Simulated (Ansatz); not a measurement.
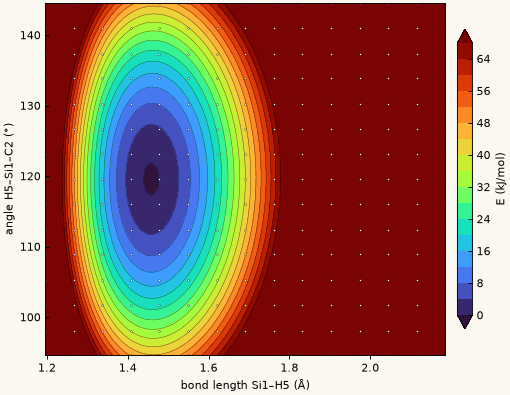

CH₂SSi, SMILES [SiH2]=C=S. First axis: bond length Si1–H5. Second axis: angle H5–Si1–C2. Nothing is relaxed (all other coordinates rigid). The scan uses a 15 × 15 grid. Points are written as (first, second). Energies: kJ/mol, counted from the lowest grid point. The reference is spin-restricted, which grows unreliable where a bond is stretched far. All numbers below come from RHF/def2-TZVP in Ansatz.

In the figure: filled contours, dots at the grid points, one colour for all values above the top of the scale. Between grid points the surface is interpolated.

Q: Where is the minimum, and how stiff is the well along each coordinate?

A: The interpolated minimum is at bond length Si1–H5 ≈ 1.457 Å, angle H5–Si1–C2 ≈ 119.6°. The curvatures there are about 21 eV/Å² and 4.9 eV/rad², with a cross term of about 0 eV/(Å·rad). Round the minimum the two coordinates are nearly uncoupled. (1 eV is 96.5 kJ/mol.)
